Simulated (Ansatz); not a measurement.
**LaBi (model cell, started as zinc blende): phonons and vibrational spectra**

How does LaBi (model cell, started as zinc blende) vibrate, and is this structure a minimum?

Main program and level: Ansatz 0.2.0; DFT PBEsol, scalar-relativistic, plane waves, PAW.

The structure was built from a prototype and need not be the compound's stable phase.

## 1. Starting point

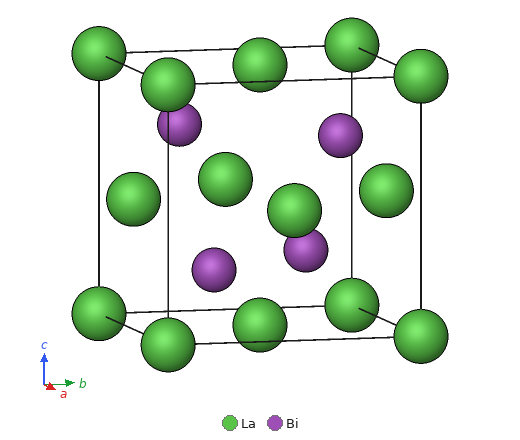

Start, viewed slightly off an axis; lanthanum green, bismuth purple. This picture shows the conventional cell, with its axes. Some periodic images of atoms are drawn too.

## 2. Relaxation

The cell and atoms are relaxed, since residual forces and stress would shift the frequencies.

Input file input.yaml:

```yaml
crystal:
  lattice:
    - [0.0, 3.61444, 3.61444]
    - [3.61444, 0.0, 3.61444]
    - [3.61444, 3.61444, 0.0]
  atoms:
    - { symbol: La, position: [0.0, 0.0, 0.0] }
    - { symbol: Bi, position: [0.25, 0.25, 0.25] }
kpoints:
  mp_grid: { grid: [6, 6, 6] }
hamiltonian:
  xc: pbesol
scf:
  occupations: { method: gaussian, width: 0.02 }
output:
  forces: true
  stress: true
  eigenvalues: true
  write_density: true
  write_potential: true
  elf: true
  volumetric_format: npy
relax:
  adjacent_minimum: "off"
  f_tol: 0.005
  max_steps: 80
  cell: { stress_tol: 0.05 }
```

Launch:

```bash
ansatz run input.yaml --threads 4 --pin off --max-ram 7168MiB --backend cpu --events-out ev --progress --plain --runs-dir out
```

Numbers of over 12 decimals in the logs are rounded to 6 here.

The program printed:

```text
Engine: ansatz 0.2.0, aarch64-unknown-linux-gnu
Pseudopotentials: kind: paw
Pseudopotential: La, paw, valence charge 11, recommended cutoff 420 eV (normal), La.paw.azcp
Pseudopotential: Bi, paw, valence charge 15, recommended cutoff 420 eV (normal), Bi.paw.azcp
Functional definition: PBEsol
  exchange = pbesol_x
  correlation = pbesol_c
Crystal: 2 atoms, lattice volume = 94.439 Å³
Basis set: ecut = 420 eV, 1837 PW (Γ), exchange–correlation on 72×72×72 points (8 copies of the dense FFT grid, shifted against one another)
Bands: 17, of which v1, the nominal top of the filled ones, is band 13 counted from 1 (12 counted from 0)
Symmetry: 24 space group operations
Space group: F-43m (ITA 216), of the structure as read, at distance tolerance 4.6e-5 Å
k-points: 16 of 216 (time reversal used)
Non-local potential: La, projectors of the file, l = 0: 3, l = 1: 2, l = 2: 2, l = 3: 3
Non-local potential: Bi, projectors of the file, l = 0: 2, l = 1: 2, l = 2: 2, l = 3: 2
PAW form: soft (Blöchl's): semilocal exchange-correlation on the pseudo side does not see the compensation charge
PAW frozen core: La, regenerated for the run's functional, and the local potential with it (the file was generated under x = pbe(κ = 0.804, μ = 0.219515), c = pbe(β = 0.066725))
PAW frozen core: Bi, regenerated for the run's functional, and the local potential with it (the file was generated under x = pbe(κ = 0.804, μ = 0.219515), c = pbe(β = 0.066725))
PAW one-centre angular grid: La, 590 points (default); XC on 64 Gauss nodes
PAW one-centre angular grid: Bi, 590 points (default); XC on 64 Gauss nodes
Initial density: superposition of atomic densities (neutral atoms: chi_scale 0, normalization atom), corrected by the library's trained network
Initial wavefunctions: pseudopotential atomic-orbital guess
Functional: x = pbesol(κ = 0.804, μ = 0.123457), c = pbesol(β = 0.046)
SCF iter   1: F=—  HF=-18404.136403 eV  |F-HF|=—  |Δ(HF+E_count)|=         —  Δρ=2.70e-3  dr2=1.15e-2  ethr=1.77e-3  ⟨swp⟩=4.3  Hψ=1178  notcnv=0
preconditioner: auto → none  [insulator: Δε(μ)=1.093 eV  Ē_g=4.861 eV  σ=0.020 eV  W_gap=1.00  n_scr=14 (ndim 8)  ℏωp=10.8 eV  f_vac=0.048  D(μ)=0.00/eV (n_scr^D=0)  ε∞_Penn≈5.9]
SCF iter   2: F=—  HF=-18404.135524 eV  |F-HF|=—  |Δ(HF+E_count)|=   8.80e-4  Δρ=1.07e-3  dr2=8.69e-4  ethr=4.41e-5  ⟨swp⟩=3.0  Hψ=696  notcnv=0
SCF iter   3: F=—  HF=-18404.135932 eV  |F-HF|=—  |Δ(HF+E_count)|=   4.09e-4  Δρ=4.38e-4  dr2=1.54e-4  ethr=3.34e-6  ⟨swp⟩=2.0  Hψ=481  notcnv=0
SCF iter   4: F=—  HF=-18404.136033 eV  |F-HF|=—  |Δ(HF+E_count)|=   1.00e-4  Δρ=1.31e-4  dr2=3.60e-5  ethr=5.93e-7  ⟨swp⟩=2.7  Hψ=536  notcnv=0
SCF iter   5: F=—  HF=-18404.136023 eV  |F-HF|=—  |Δ(HF+E_count)|=   1.01e-5  Δρ=3.22e-5  dr2=1.28e-6  ethr=1.38e-7  ⟨swp⟩=2.9  Hψ=538  notcnv=0
SCF iter   6: F=-18404.136023 eV  HF=-18404.136023 eV  |F-HF|=1.09e-8  |Δ(HF+E_count)|=   2.84e-7  Δρ=7.75e-6  dr2=5.01e-8  ethr=3.85e-10  ⟨swp⟩=9.8  Hψ=2377  notcnv=0
SCF 1 converged in 6 iterations: F = -18404.136023 eV  dr2 = 5.01e-8
  greatest PAW one-centre occupation: 0.985 electrons in one spin orbital (limit 2), on the Bi atom at site 1 (counted from 0), in its partial waves of l = 2
relax step   1: F+E_penalty+E_count = -18404.13602298 eV  Δ(F+E_penalty+E_count) = +0.000e0 eV  max|allowed force component| = 3.238e-17 eV/Å  Δτ_max = 0.0000 Å  P = +0.957 GPa  Ω = 94.439 Å³  (6 SCF iters, dr2 threshold 1.00e-7 eV, accepted)
Crystal: 2 atoms, lattice volume = 98.063 Å³
Basis set: ecut = 420 eV, 1917 PW (Γ), exchange–correlation on 72×72×72 points (8 copies of the dense FFT grid, shifted against one another)
Initial density: handed on by an earlier stage of this run
Initial wavefunctions: those handed on with the density
iter 1 solved again at ethr=1.11e-5 eV; its pass at ethr=3.10e-3 eV (dr2=2.90e-3 eV) is discarded
SCF iter   1: F=—  HF=-18404.143634 eV  |F-HF|=—  |Δ(HF+E_count)|=         —  Δρ=1.26e-3  dr2=3.73e-3  ethr=1.11e-5  ⟨swp⟩=2.1  Hψ=2447  notcnv=0
preconditioner: auto → none  [insulator: Δε(μ)=1.205 eV  Ē_g=4.793 eV  σ=0.020 eV  W_gap=1.00  n_scr=14 (ndim 8)  ℏωp=10.6 eV  f_vac=0.059  D(μ)=0.00/eV (n_scr^D=0)  ε∞_Penn≈5.9]
SCF iter   2: F=—  HF=-18404.142948 eV  |F-HF|=—  |Δ(HF+E_count)|=   6.86e-4  Δρ=7.99e-4  dr2=1.08e-3  ethr=1.11e-5  ⟨swp⟩=3.6  Hψ=615  notcnv=0
SCF iter   3: F=—  HF=-18404.142720 eV  |F-HF|=—  |Δ(HF+E_count)|=   2.28e-4  Δρ=2.90e-4  dr2=1.21e-4  ethr=4.17e-6  ⟨swp⟩=4.4  Hψ=611  notcnv=0
SCF iter   4: F=—  HF=-18404.142735 eV  |F-HF|=—  |Δ(HF+E_count)|=   1.48e-5  Δρ=7.95e-5  dr2=6.36e-6  ethr=4.66e-7  ⟨swp⟩=2.0  Hψ=320  notcnv=0
SCF iter   5: F=—  HF=-18404.142736 eV  |F-HF|=—  |Δ(HF+E_count)|=   1.09e-6  Δρ=1.82e-5  dr2=2.91e-7  ethr=2.45e-8  ⟨swp⟩=2.1  Hψ=462  notcnv=0
SCF iter   6: F=-18404.142736 eV  HF=-18404.142736 eV  |F-HF|=1.80e-9  |Δ(HF+E_count)|=   2.50e-7  Δρ=2.03e-6  dr2=5.77e-9  ethr=7.69e-10  ⟨swp⟩=11.4  Hψ=2162  notcnv=0
SCF 2 converged in 6 iterations: F = -18404.142736 eV  dr2 = 5.77e-9
relax step   2: F+E_penalty+E_count = -18404.14273606 eV  Δ(F+E_penalty+E_count) = -6.713e-3 eV  max|allowed force component| = 1.388e-17 eV/Å  Δτ_max = 0.0000 Å  P = -0.306 GPa  Ω = 98.063 Å³  energy of the carried Pulay correction = -1.964e-4 eV  (6 SCF iters, dr2 threshold 2.00e-7 eV, accepted)
Crystal: 2 atoms, lattice volume = 97.160 Å³
iter 1 solved again at ethr=5.17e-7 eV; its pass at ethr=3.10e-3 eV (dr2=1.34e-4 eV) is discarded
SCF iter   1: F=—  HF=-18404.143746 eV  |F-HF|=—  |Δ(HF+E_count)|=         —  Δρ=3.04e-4  dr2=2.14e-4  ethr=5.17e-7  ⟨swp⟩=3.1  Hψ=2366  notcnv=0
preconditioner: auto → none  [insulator: Δε(μ)=1.165 eV  Ē_g=4.769 eV  σ=0.020 eV  W_gap=1.00  n_scr=14 (ndim 8)  ℏωp=10.7 eV  f_vac=0.042  D(μ)=0.00/eV (n_scr^D=0)  ε∞_Penn≈6.0]
SCF iter   2: F=—  HF=-18404.143705 eV  |F-HF|=—  |Δ(HF+E_count)|=   4.17e-5  Δρ=1.91e-4  dr2=5.97e-5  ethr=5.17e-7  ⟨swp⟩=2.7  Hψ=545  notcnv=0
SCF iter   3: F=—  HF=-18404.143688 eV  |F-HF|=—  |Δ(HF+E_count)|=   1.62e-5  Δρ=6.99e-5  dr2=6.69e-6  ethr=2.30e-7  ⟨swp⟩=2.9  Hψ=528  notcnv=0
SCF iter   4: F=—  HF=-18404.143689 eV  |F-HF|=—  |Δ(HF+E_count)|=   3.62e-7  Δρ=1.82e-5  dr2=3.27e-7  ethr=2.57e-8  ⟨swp⟩=2.0  Hψ=320  notcnv=0
SCF iter   5: F=-18404.143689 eV  HF=-18404.143689 eV  |F-HF|=9.42e-9  |Δ(HF+E_count)|=   6.20e-8  Δρ=3.93e-6  dr2=1.47e-8  ethr=7.69e-10  ⟨swp⟩=11.0  Hψ=2231  notcnv=0
SCF 3 converged in 5 iterations: F = -18404.143689 eV  dr2 = 1.47e-8
relax step   3: F+E_penalty+E_count = -18404.14368893 eV  Δ(F+E_penalty+E_count) = -9.529e-4 eV  max|allowed force component| = 1.156e-17 eV/Å  Δτ_max = 0.0000 Å  P = -0.013 GPa  Ω = 97.160 Å³  energy of the carried Pulay correction = -1.482e-4 eV  (5 SCF iters, dr2 threshold 2.00e-7 eV, accepted)
Initial wavefunctions: pseudopotential atomic-orbital guess (no wavefunctions were taken with the density)
iter 1 solved again at ethr=3.32e-7 eV; its pass at ethr=3.10e-3 eV (dr2=8.64e-5 eV) is discarded
SCF iter   1: F=—  HF=-18404.143659 eV  |F-HF|=—  |Δ(HF+E_count)|=         —  Δρ=1.27e-4  dr2=4.88e-7  ethr=3.32e-7  ⟨swp⟩=3.1  Hψ=2073  notcnv=0
preconditioner: auto → none  [insulator: Δε(μ)=1.171 eV  Ē_g=4.779 eV  σ=0.020 eV  W_gap=1.00  n_scr=14 (ndim 8)  ℏωp=10.7 eV  f_vac=0.046  D(μ)=0.00/eV (n_scr^D=0)  ε∞_Penn≈6.0]
SCF iter   2: F=—  HF=-18404.143790 eV  |F-HF|=—  |Δ(HF+E_count)|=   1.31e-4  Δρ=6.36e-5  dr2=1.17e-7  ethr=1.88e-9  ⟨swp⟩=2.9  Hψ=502  notcnv=0
SCF iter   3: F=—  HF=-18404.143826 eV  |F-HF|=—  |Δ(HF+E_count)|=   3.59e-5  Δρ=2.06e-5  dr2=2.61e-8  ethr=4.49e-10  ⟨swp⟩=2.2  Hψ=468  notcnv=0
SCF iter   4: F=—  HF=-18404.143830 eV  |F-HF|=—  |Δ(HF+E_count)|=   3.89e-6  Δρ=4.10e-6  dr2=5.78e-9  ethr=1.00e-10  ⟨swp⟩=2.1  Hψ=458  notcnv=0
SCF iter   5: F=—  HF=-18404.143830 eV  |F-HF|=—  |Δ(HF+E_count)|=   1.29e-7  Δρ=7.44e-7  dr2=9.01e-11  ethr=2.22e-11  ⟨swp⟩=2.0  Hψ=384  notcnv=0
SCF iter   6: F=-18404.143830 eV  HF=-18404.143830 eV  |F-HF|=4.37e-11  |Δ(HF+E_count)|=   4.82e-9  Δρ=1.03e-7  dr2=8.80e-12  ethr=1.00e-12  ⟨swp⟩=6.7  Hψ=1403  notcnv=0
SCF 4 converged in 6 iterations: F = -18404.143830 eV  dr2 = 8.80e-12
relax step   4: F+E_penalty+E_count = -18404.14383021 eV  Δ(F+E_penalty+E_count) = -1.413e-4 eV  max|allowed force component| = 1.388e-17 eV/Å  Δτ_max = 0.0000 Å  P = -0.014 GPa  Ω = 97.160 Å³  stress off target by 1.38e-2 GPa  SCF on the basis re-selected at this cell (its energy is not comparable with the rows above)  (6 SCF iters)
basis re-selected at this cell: Δ(F+E_penalty+E_count) = -1.413e-4 eV, ΔP = -0.001 GPa vs the last step (what re-selecting the basis moved, of the pressure what is left beyond the Pulay correction that the steps carried, after the strain that the cell walked since its last selection, with what the two solves' SCF thresholds leave and, on support functions, any second-order correction that the steps lacked; it is no m [...]
SCF converged after 6 iterations
Free energy (F): -18404.143830 eV
Harris-Foulkes:  -18404.143830 eV  (|F-HF|=4.37e-11)
Internal energy: -18404.143830 eV  (E = F + TS)
E sigma→0 (E₀):  -18404.143830 eV
Fermi energy:    6.573307 eV
--- Per-component energies (eV) ---
  E_band       = -240.404242
  E_kinetic    = 495.368270
  E_local      = -2458.325511  (includes V_loc(G=0)·N_el)
  E_nonlocal   = 656.609076
  E_hartree    = 854.013234
  E_xc         = -286.644738
  E_vxc        = -289.009991  (∫ρ·V_xc dr)
  E_paw        = -15839.232353  (= ΣΔE_a)
  E_vpaw       = -353.071991  (= ΣTr[D̂ρ^β])
  E_aug_tail   = -0.000471  (compensation charges beyond the density's cutoff)
  E_ewald      = -1826.190597
  E_core_change = 0.259262  (= ΣΔE_core)
  E_smearing   = -0.000000  (= −TS)
  E_closure    = 0.000000  (closes the sum)
  Σ components = -18404.143830   (vs F -18404.143830, Δ=0.00e0)
--- Forces (eV/Å), atoms counted from 1 ---
  atom   1  La     0.00000000     0.00000000     0.00000000
  atom   2  Bi     0.00000000     0.00000000     0.00000000
  max |Σ_I F_I| component: 1.90e-16 eV/Å
--- Stress (GPa, compression-positive) ---
       -0.013751      -0.000000      -0.000000
       -0.000000      -0.013751       0.000000
       -0.000000       0.000000      -0.013751
  P = ⅓ Tr σ = -0.0138 GPa (-0.138 kbar)
--- Band table (eV; the first three rows and the last of 16) ---
  k-point 0: bands = [... 9 lower, -3.5132, 5.0297, 5.0297, 5.0297, 7.1997, 8.0051, 8.0051, 8.0051]
  k-point 1: bands = [... 9 lower, -3.4159, 4.7632, 5.1195, 5.1195, 7.5950, 7.9780, 7.9780, 7.9954]
  k-point 2: bands = [... 9 lower, -3.2270, 4.5954, 5.2797, 5.2797, 7.8144, 7.9380, 7.9380, 7.9820]
  k-point 15: bands = [... 9 lower, -3.0064, 4.5255, 5.3912, 5.9880, 7.1586, 7.9458, 7.9651, 8.0110]
--- Relaxed structure (3 steps of the walk, 3 accepted, 1 SCFs on fresh bases) ---
  F+E_penalty+E_count = -18404.14383021 eV   max|allowed force component| = 1.388e-17 eV/Å   (the final SCF, on the basis selected at the relaxed cell)
  cell:  # Å, volume = 97.1599 Å³
    - [0, 3.648820, 3.648820]
    - [3.648820, 0, 3.648820]
    - [3.648820, 3.648820, 0]
  atoms:
    - { symbol: La, position: [0, 0, 0] }
    - { symbol: Bi, position: [0.25, 0.25, 0.25] }
```

It took 3.6 s on 4 threads of Arm Neoverse V2, shared host; peak memory 0.39 GiB.

The steps of the relaxation:

| step | energy less that of the first step (eV) | largest force component (eV/Å) | pressure (GPa) | volume (Å³) |
| --- | --- | --- | --- | --- |
| 1 | 0.0000 | 0.0000 | 0.96 | 94.44 |
| 2 | -0.0067 | 0.0000 | -0.31 | 98.06 |
| 3 | -0.0077 | 0.0000 | -0.01 | 97.16 |
| 4* | -0.0078 | 0.0000 | -0.01 | 97.16 |

Relaxation steps marked * repeat the geometry before them on a plane-wave basis chosen anew for their cell, so energy and pressure can jump there.

The run keeps the 24 symmetry operations that it works with, so distortions that break them were not tested.

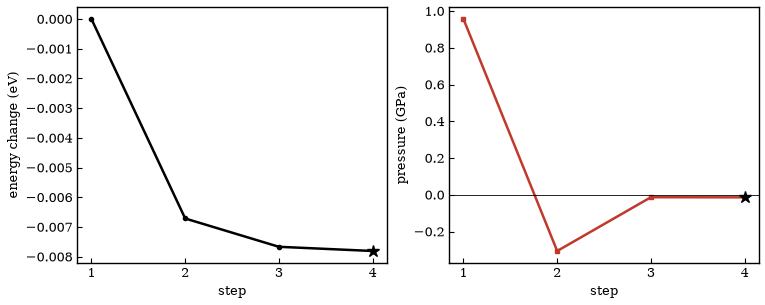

Energy and pressure along the relaxation. Stars mark steps on a basis chosen anew.

| conventional cell, symmetrised | before | after | change |
| --- | --- | --- | --- |
| a (Å) | 7.229 | 7.298 | +1.0 % |
| b (Å) | 7.229 | 7.298 | +1.0 % |
| c (Å) | 7.229 | 7.298 | +1.0 % |
| volume (Å³/atom) | 47.22 | 48.58 | +2.9 % |

Final coordinates:

```xyz
2
Lattice="0.0000 3.6488 3.6488 3.6488 0.0000 3.6488 3.6488 3.6488 0.0000" Properties=species:S:1:pos:R:3 pbc="T T T"
La    0.0000    0.0000    0.0000
Bi    1.8244    1.8244    1.8244
```

This step gave:

```
pressure           : -0.01375 GPa
gap on the k-mesh  : 1.171 eV
volume per atom    : 48.58 Å³
direct gap on mesh : 1.171 eV
```

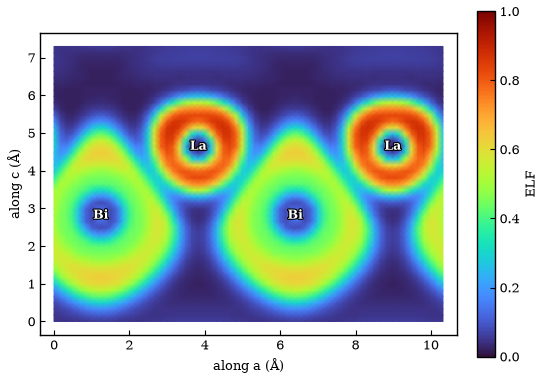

ELF in the ac plane of a cell with a along [110], b along [-110] and c along [001] of the cube at fractional y = 0.000, with atoms of La and Bi within 0.2 Å of it. It is the smooth field of the valence electrons, not physical close to the nuclei. The map starts off the cell's origin, so that atoms lie inside it.

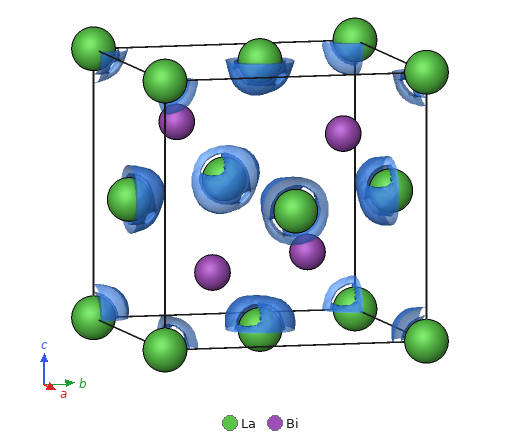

Surface of ELF = 0.8.

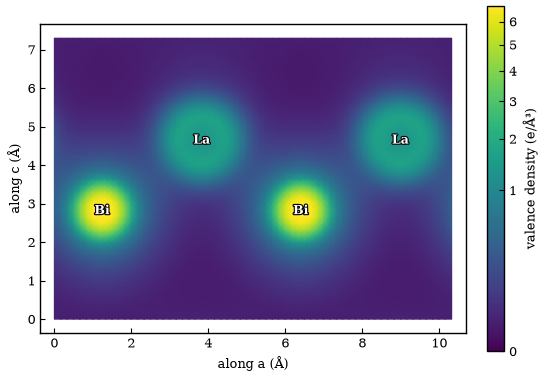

Valence density in the ac plane of a cell with a along [110], b along [-110] and c along [001] of the cube at fractional y = 0.000, with atoms of La and Bi within 0.2 Å of it. It is the smooth field of the valence electrons, not physical close to the nuclei. The map starts off the cell's origin, so that atoms lie inside it. The colour scale is stretched toward low values.

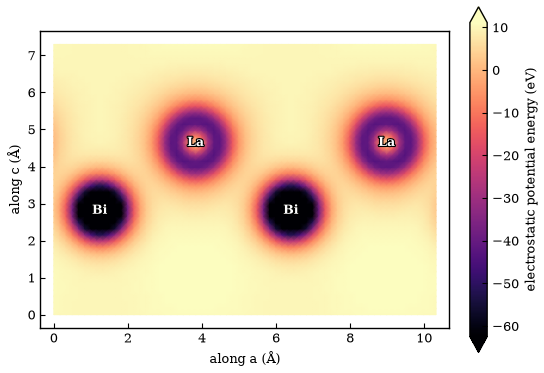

Electrostatic potential energy in the ac plane of a cell with a along [110], b along [-110] and c along [001] of the cube at fractional y = 0.000, with atoms of La and Bi within 0.2 Å of it. With pseudopotentials it is smooth inside the atoms' cores, unlike the true potential. The map starts off the cell's origin, so that atoms lie inside it.

In this step the volume went from 47.22 to 48.58 Å³/atom.

## 3. Tight relaxation

Phonons need a cell at rest on their own settings, so the relaxation is repeated with tight tolerances on forces and stress on the k mesh and occupations of the first response run.

Input file input.yaml:

```yaml
crystal:
  lattice:
    - [0.0, 3.648819618, 3.648819618]
    - [3.648819618, 0.0, 3.648819618]
    - [3.648819618, 3.648819618, 0.0]
  atoms:
    - { symbol: La, position: [0.0, 0.0, 0.0] }
    - { symbol: Bi, position: [0.25, 0.25, 0.25] }
kpoints:
  mp_grid: { grid: [8, 8, 8] }
hamiltonian:
  xc: pbesol
scf:
  occupations: { method: fixed }
output:
  forces: true
  stress: true
  eigenvalues: true
relax:
  adjacent_minimum: "off"
  f_tol: 0.001
  max_steps: 60
  cell: { stress_tol: 0.01 }
```

The program printed:

```text
[...]
Crystal: 2 atoms, lattice volume = 97.160 Å³
Basis set: ecut = 420 eV, 1917 PW (Γ), exchange–correlation on 72×72×72 points (8 copies of the dense FFT grid, shifted against one another)
Bands: 17, of which v1, the nominal top of the filled ones, is band 13 counted from 1 (12 counted from 0)
Symmetry: 24 space group operations
[...]
k-points: 29 of 512 (time reversal used)
[...]
k-point 28: bands = [... 9 lower, -3.0016, 4.8835, 4.9712, 5.9986, 7.1519, 7.9553, 7.9687, 8.0136]
--- Relaxed structure (2 steps of the walk, 2 accepted, 1 SCFs on fresh bases) ---
[...]
cell:  # Å, volume = 97.1123 Å³
    - [0, 3.648223, 3.648223]
    - [3.648223, 0, 3.648223]
    - [3.648223, 3.648223, 0]
  atoms:
    - { symbol: La, position: [0, 0, 0] }
    - { symbol: Bi, position: [0.25, 0.25, 0.25] }
[key lines of the parts left out:]
SCF converged after 6 iterations
Free energy (F): -18404.143739 eV
Fermi energy:    5.998562 eV
P = ⅓ Tr σ = 0.0037 GPa (0.037 kbar)
```

The job ended after 4 s (4 threads; peak memory 0.4 GiB; 15 s of CPU time).

Little changed from the start: no atom moved by 0.005 Å and no cell edge by 0.1 %.

This step gave:

```
pressure           : 0.003676 GPa
gap on the k-mesh  : 1.153 eV
volume per atom    : 48.56 Å³
direct gap on mesh : 1.153 eV
```

The forces vanish by symmetry and the pressure is 0.004 GPa, within the tolerances set. The cell now holds 48.56 Å³/atom.

(Continued in part 2 of 2.)

[Logs are printed without paths, hosts, clocks, repeated set-up lines and the standing remarks that a program may print on its own settings, such as how far it seeks lower states.]

[Hosts, paths, dates, database ids (printed as entryN), source tags and the programs' standing remarks are cut or masked in the printed files.]
